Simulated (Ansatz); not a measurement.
C3H4N2 (SMILES N=C1CC1=N)

Input file:

```
crystal:
  periodic: [false, false, false]
  atoms:
    - { symbol: "N", position_ang: [-0.1343, 0.3298, -1.8715] }
    - { symbol: C, position_ang: [0.0171, -0.0087, -0.7003] }
    - { symbol: C, position_ang: [0.6196, -1.0095, 0.1322] }
    - { symbol: C, position_ang: [-0.039, 0.1214, 0.6715] }
    - { symbol: "N", position_ang: [-0.5314, 0.673, 1.6999] }
    - { symbol: H, position_ang: [-0.7495, 1.2456, -1.8923] }
    - { symbol: H, position_ang: [0.2159, -1.9813, 0.1874] }
    - { symbol: H, position_ang: [1.763, -0.9486, 0.2399] }
    - { symbol: H, position_ang: [-1.0729, 1.5322, 1.516] }
basis:
  gaussian: { orbitals: def2-SVP }
hamiltonian:
  xc: revpbe
  dispersion: d4
relax:
  f_tol: 0.015
  max_steps: 40
output:
  orbitals: {}
```

Command:

```sh
ansatz run input.yaml --threads 1 --pin off --max-ram 2048MiB --backend cpu --events-out ev --progress --plain --runs-dir out
```

The fields are those of the relaxed geometry.

Method: Ansatz, RKS revPBE-D4/def2-SVP.

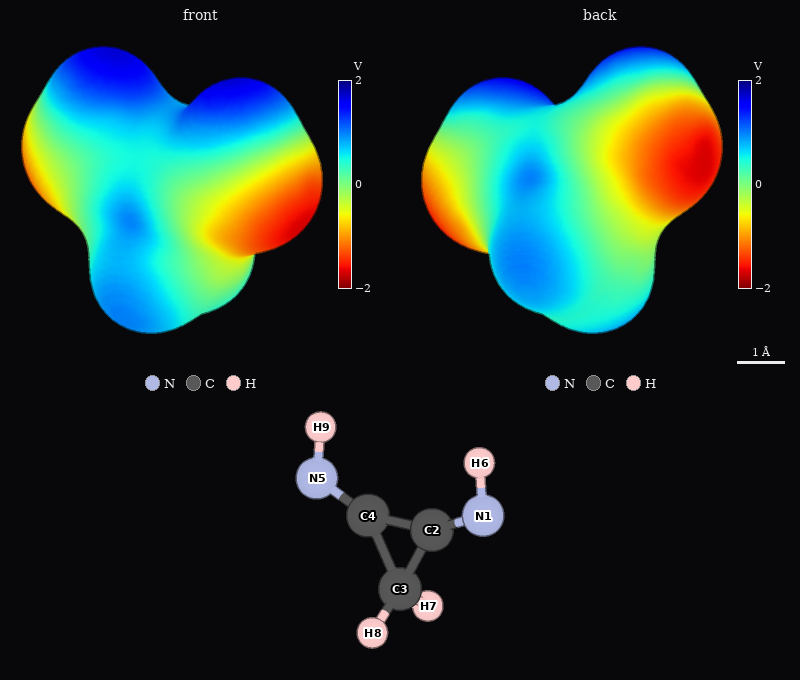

Figure 1. The molecular electrostatic potential painted on the density surface at 0.002 e/bohr³, seen from the front and from behind; the colour scale runs from red (negative) to blue (positive). The bare structure is drawn below in the same view.

> Describe the electrostatic potential map.

The most negative region (about −1.7 V) lies over N1 and N5, the most positive (about +1.6 V) over H6 and H9.

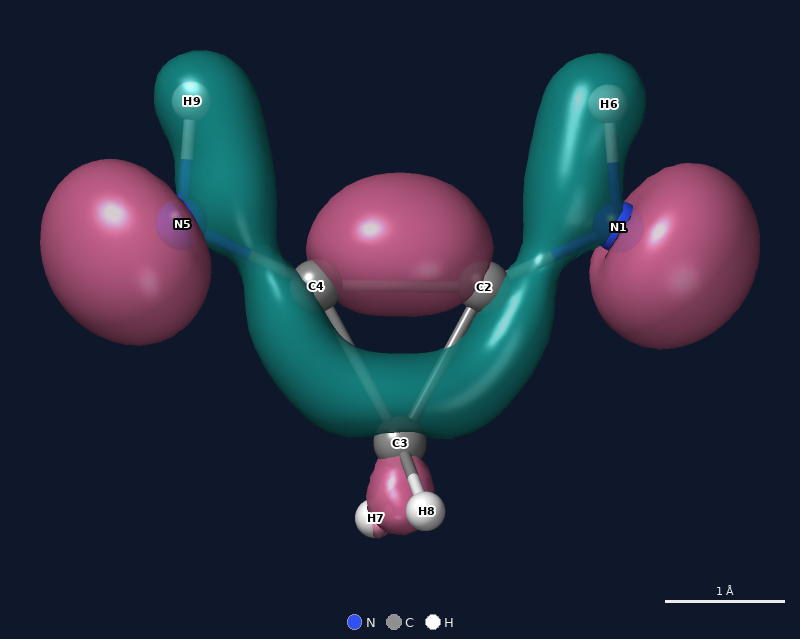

Figure 2. The HOMO at ±0.15 Å⁻³ᐟ² (teal and pink are the two phases), seen at a tilt.

> What is the character of this orbital?

By Hirshfeld shares it lies mainly on N1 (about 30 %), N5 (about 30 %), C4 (about 15 %), C2 (about 15 %) and C3 (about 10 %). Its energy is −5.51 eV.

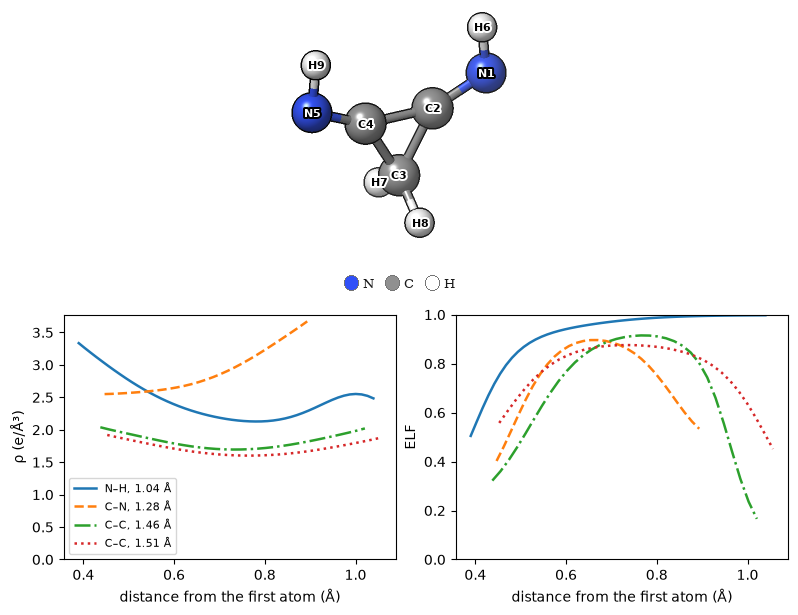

Figure 3. Total electron density and ELF along straight lines between neighbouring atoms. The curves leave out the atomic cores. The structure is drawn too.

> Compare the contacts.

N–H (1.04 Å): ρ is about 2.7 e/Å³ halfway; the ELF climbs to about 1 towards the hydrogen, as it does in any bond to H (a covalent bond by its length).
C–N (1.28 Å): ρ at the midpoint is about 2.7 e/Å³; the ELF peaks at about 0.90 between the atoms; a covalent bond.
C–C (1.46 Å): ρ is about 1.7 e/Å³ halfway; the ELF peaks at about 0.90 between the atoms: localised, covalent bonding.
C–C (1.51 Å): ρ at the midpoint is about 1.6 e/Å³; the ELF peaks at about 0.90 between the atoms, as expected for localised, covalent bonding.
